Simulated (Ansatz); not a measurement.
# SiO2 (alpha-cristobalite type, space group P4_12_12), energy against volume

SiO2 (alpha-cristobalite type, space group P4_12_12)

```yaml
crystal:
  lattice:
    - [5.03096, 0.00000, 0.00000]
    - [0.00000, 5.03096, 0.00000]
    - [0.00000, 0.00000, 7.01444]
  atoms:
    - { symbol: Si, position: [0.29764, 0.29764, 0.50000] }
    - { symbol: Si, position: [0.79764, 0.20236, 0.25000] }
    - { symbol: Si, position: [0.20236, 0.79764, 0.75000] }
    - { symbol: Si, position: [0.70236, 0.70236, 0.00000] }
    - { symbol: O, position: [0.23975, 0.10103, 0.67790] }
    - { symbol: O, position: [0.73975, 0.39897, 0.07210] }
    - { symbol: O, position: [0.26025, 0.60103, 0.57210] }
    - { symbol: O, position: [0.76025, 0.89897, 0.17790] }
    - { symbol: O, position: [0.89897, 0.76025, 0.82210] }
    - { symbol: O, position: [0.39897, 0.73975, 0.92790] }
    - { symbol: O, position: [0.60103, 0.26025, 0.42790] }
    - { symbol: O, position: [0.10103, 0.23975, 0.32210] }
```

This relaxed cell (volume V₀) is scaled evenly in all directions, its shape held. The atoms relax within the cell's symmetry.

These are PBEsol (plane waves to 420 eV, PAW, scalar-relativistic; Ansatz, a program for electronic structure) values and carry that method's errors. k mesh 6×6×4 (Γ-centred), Fermi-Dirac smearing 0.05 eV. E stands for the smeared free energy. Compression counts positive. With the shape held, the modulus is that of even scaling; a crystal free to change shape is softer. SiO2 was relaxed with its symmetry unable to fall. The zero of ΔE is the relaxed starting cell.

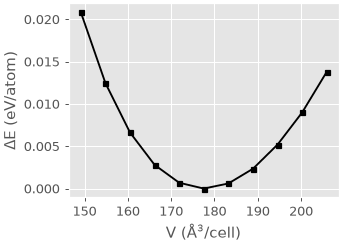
ΔE (eV/atom) against V (Å³/cell); markers are the computed points, lines only join them.

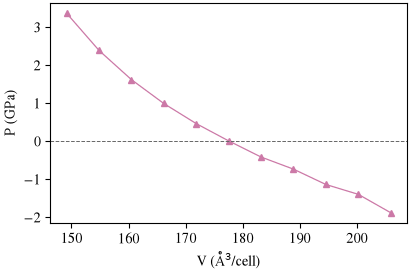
Fig. 1. P (GPa) against V (Å³/cell); one marker a computed point.

The energy cost of the largest expansion is 13.8 meV/atom and the pressure derivative B₀′ (fit) is 3.0. The equilibrium volume of the fit is 14.79 Å³/atom and the bulk modulus at fixed cell shape B₀ (third-order Birch-Murnaghan fit) comes out as 14.2 GPa. The pressure for 5 % compression (fit) is 0.8 GPa.

P = (3B₀/2)(x⁷ − x⁵)[1 + ¾(B₀′ − 4)(x² − 1)] with x = (1/0.95)^(1/3), B₀ = 14.2 GPa and B₀′ = 3.01.

(A scan under strain: stresses follow from slopes of the energy per volume, elastic moduli from its curvatures.)
